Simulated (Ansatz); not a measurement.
# CH5BN2: rigid scan of one bond length, by script

How does the energy of CH5BN2 change as one bond is stretched? Aim: a rigid scan of one bond length, for CH5BN2, run from a script.

Computed with Ansatz 0.2.0, driven from Python. Level of theory: Hartree-Fock/6-31G*.

## 1. The structure

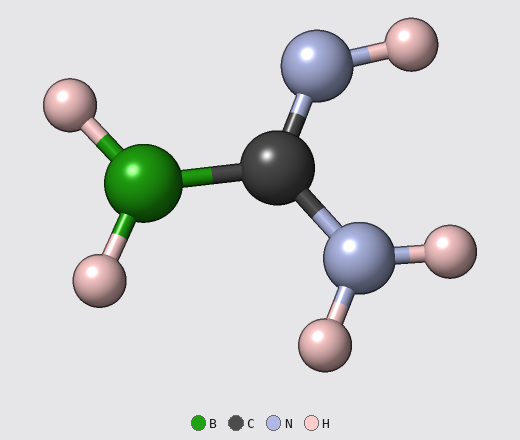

The structure that the script starts from, seen from a chosen angle (boron green, carbon dark grey, nitrogen light blue, hydrogen pink).

The script reads ch5bn2.xyz:

```xyz
9

B    -0.43730    1.35850   -0.00680
C     0.25900    0.02890   -0.04570
N     1.51080    0.01510   -0.24260
N    -0.38830   -1.17710    0.12930
H    -1.65280    1.43300    0.13050
H     0.11260    2.42760   -0.16670
H     2.10830   -0.87920   -0.24910
H    -1.45760   -1.16130    0.27500
H     0.03380   -2.09180    0.15900
```

## 2. Script

Contents of ch5bn2_scan.py:

```python
'''Potential curve of CH5BN2 along one bond.'''

import ansatz as az
import matplotlib.pyplot as plt
import numpy as np

BASIS_SET = '6-31G*'
XC = 'hf'


def main() -> None:
    mol = az.Crystal.molecule_from_extxyz('ch5bn2.xyz')

    symbols = [site.symbol for site in mol.cartesian_sites]
    start = np.array([site.position_ang for site in mol.cartesian_sites])
    axis = (start[5] - start[0]) / np.linalg.norm(start[5] - start[0])
    moving = [5]
    lengths, energies = [1.067, 1.116, 1.164, 1.213, 1.261, 1.31, 1.358, 1.431], []
    for length in lengths:
        xyz = start.copy()
        xyz[moving] += (length - np.linalg.norm(start[5] - start[0])) * axis
        point = az.Crystal.molecule()
        for symbol, place in zip(symbols, xyz):
            point = point.atom(symbol, place.tolist())
        job = point.calculation()
        job = job.basis(gaussian=BASIS_SET)
        job = job.functional(XC)
        rep = job.run(threads=1, backend='cpu').report
        energies.append(rep['free_energy_ev'])
        print(f'r = {length:6.3f} A  E = {energies[-1]:.5f} eV  <S^2> = {abs(rep["mean_field"]["state"]["spin_squared"]):.3f}')

    # quartic fit about the minimum
    fit = np.polynomial.Polynomial.fit(lengths, np.array(energies) - min(energies), 4).convert()
    roots = [r.real for r in fit.deriv().roots() if abs(r.imag) < 1e-9 and fit.deriv(2)(r.real) > 0]
    r_e = min(roots, key=lambda r: abs(r - lengths[int(np.argmin(energies))]))
    print(f'minimum of the fit at {r_e:.4f} A, force constant {fit.deriv(2)(r_e):.2f} eV/A^2')
    plt.figure(figsize=(4.5, 3))
    plt.plot(lengths, np.array(energies) - min(energies), 'o-')
    plt.xlabel('bond length (A)')
    plt.ylabel('E - E(min) (eV)')
    plt.tight_layout()
    plt.savefig('scan.png', dpi=100)


if __name__ == '__main__':
    main()
```

## 3. The input behind the calls

The engine receives this input (first run):

```yaml
crystal:
  periodic: [false, false, false]
  atoms:
    - { symbol: B, position_ang: [-0.4373, 1.3585, -0.0068] }
    - { symbol: C, position_ang: [0.259, 0.0289, -0.0457] }
    - { symbol: "N", position_ang: [1.5108, 0.0151, -0.2426] }
    - { symbol: "N", position_ang: [-0.3883, -1.1771, 0.1293] }
    - { symbol: H, position_ang: [-1.6528, 1.433, 0.1305] }
    - { symbol: H, position_ang: [0.046484242298600695, 2.2990596170966247, -0.14747485059746546] }
    - { symbol: H, position_ang: [2.1083, -0.8792, -0.2491] }
    - { symbol: H, position_ang: [-1.4576, -1.1613, 0.275] }
    - { symbol: H, position_ang: [0.0338, -2.0918, 0.159] }
basis:
  gaussian:
    orbitals: "6-31G*"
hamiltonian:
  xc: hf
```

## 4. Launch

Run with:

```console
$ python ch5bn2_scan.py
```

The program printed:

```text
r =  1.067 A  E = -4742.58677 eV  <S^2> = 0.000
r =  1.116 A  E = -4742.73776 eV  <S^2> = 0.000
r =  1.164 A  E = -4742.79823 eV  <S^2> = 0.000
r =  1.213 A  E = -4742.78947 eV  <S^2> = 0.000
r =  1.261 A  E = -4742.72648 eV  <S^2> = 0.000
r =  1.310 A  E = -4742.61875 eV  <S^2> = 0.000
r =  1.358 A  E = -4742.48017 eV  <S^2> = 0.000
r =  1.431 A  E = -4742.22340 eV  <S^2> = 0.000
minimum of the fit at 1.1814 A, force constant 27.37 eV/A^2
```

It took 4.3 s on 1 thread of Intel Xeon 6975P-C (Granite Rapids), shared host; peak memory 0.21 GiB.

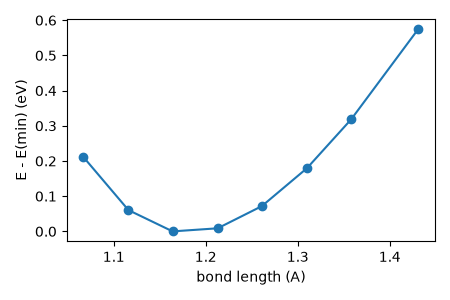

The script's own figure, scan.png.

## 5. Inputs of later runs

The engine's inputs for some of the other runs:

Run 4, against run 1:

```diff
@@ -9 +9 @@
-    - { symbol: H, position_ang: [0.046484242298600695, 2.2990596170966247, -0.14747485059746546] }
+    - { symbol: H, position_ang: [0.11268152381274857, 2.4277584962869785, -0.16672370550583468] }
```

Run 5, against run 1:

```diff
@@ -9 +9 @@
-    - { symbol: H, position_ang: [0.046484242298600695, 2.2990596170966247, -0.14747485059746546] }
+    - { symbol: H, position_ang: [0.134445013625619, 2.4700704565687386, -0.17305209616064096] }
```

Run 6, against run 1:

```diff
@@ -9 +9 @@
-    - { symbol: H, position_ang: [0.046484242298600695, 2.2990596170966247, -0.14747485059746546] }
+    - { symbol: H, position_ang: [0.15666190947625772, 2.5132639160230354, -0.17951232828742245] }
```

Lines on the test bed's own set-up are left out of the output.

## 6. What each run gave

The 8 runs, in the order started:

```
run  distance (Å)  energy from run 3 (eV)  SCF cycles  CPU time (s)
  1          1.07                  0.2115          12          0.37
  2          1.12                  0.0605          12          0.36
  3          1.16                  0.0000          12          0.36
  4          1.21                  0.0088          12          0.34
  5          1.26                  0.0718          12          0.37
  6          1.31                  0.1795          12          0.41
  7          1.36                  0.3181          12          0.67
  8          1.43                  0.5748          12          0.38
```

## 7. What came out

| quantity | value |
| --- | --- |
| bond length at the fit's minimum | 1.1814 Å |
| runs compared | 8 |
| range of energy | 0.575 eV |
| lowest point, distance (Å) | 1.16 |

**Reading.** The lowest point, at 1.16, lies inside the range. The ends stand 0.211 and 0.575 eV above it. The distance scanned is the script's pair 0, 5. Reading the output:
- The rest of the molecule is held rigid at a force-field or estimated start geometry, and the basis set is modest; single-reference methods fail as a bond breaks.
- The orbitals are restricted, so S² is zero by construction.
